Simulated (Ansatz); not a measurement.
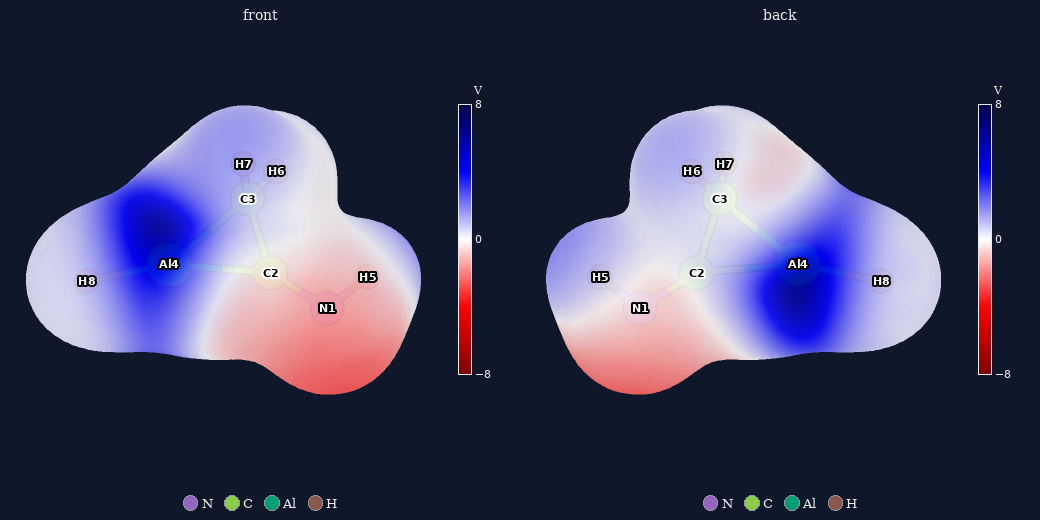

The picture shows: C$_{2}$H$_{4}$AlN (SMILES N=[C]1[CH2][AlH]1). The electrostatic potential painted on the density surface at 0.004 e/bohr³, seen from the front and from behind; the colour scale runs from red (negative) to blue (positive).

Geometry: PBE0-D4/def2-TZVP.

These are results of RKS PBE0-D4/def2-TZVPP (Ansatz 0.2.0), not measurements.

```
atom    x (Å)    y (Å)    z (Å)
   N  -1.2791   1.0513  -0.9773
   C  -0.4937   0.1639  -0.5492
   C   0.7358   0.2031   0.3461
  Al  -0.1859  -1.5037   0.3304
   H  -0.9189   1.9932  -0.7737
   H   0.9212   1.0662   0.9879
   H   1.6294  -0.0357  -0.2542
   H  -0.3164  -2.9956   0.8342
```

Q: Where is the surface potential most negative and most positive?

A: The most negative region (about −2.5 V, or −58 kcal/mol for a unit charge) lies over N1, the most positive (about +5.9 V, or +136 kcal/mol for a unit charge) over Al4. N1 is the likeliest acceptor of a hydrogen bond.
